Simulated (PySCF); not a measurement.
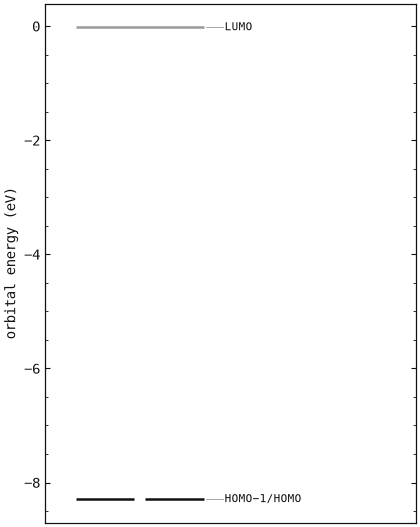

Kohn-Sham orbital energies near the frontier, PBE0/aug-cc-pVDZ with PySCF, at a PBE0-D3(BJ)/def2-SVP geometry (no frequency check), isolated molecule; empty levels in grey, levels within 0.03 eV side by side.

### Which molecule has this level scheme?
A. C₆H₁₂ (cyclohexane), SMILES C1CCCCC1
B. C₂H₆S, SMILES CSC
C. NO₂F (nitryl fluoride), SMILES O=[N+]([O-])F
D. C₅H₁₀, SMILES C/C=C\CC

Option A. HOMO −8.29 eV, LUMO −0.02 eV, separation 8.27 eV.

Note: one conformer of a flexible molecule; empty levels above zero depend strongly on the basis.
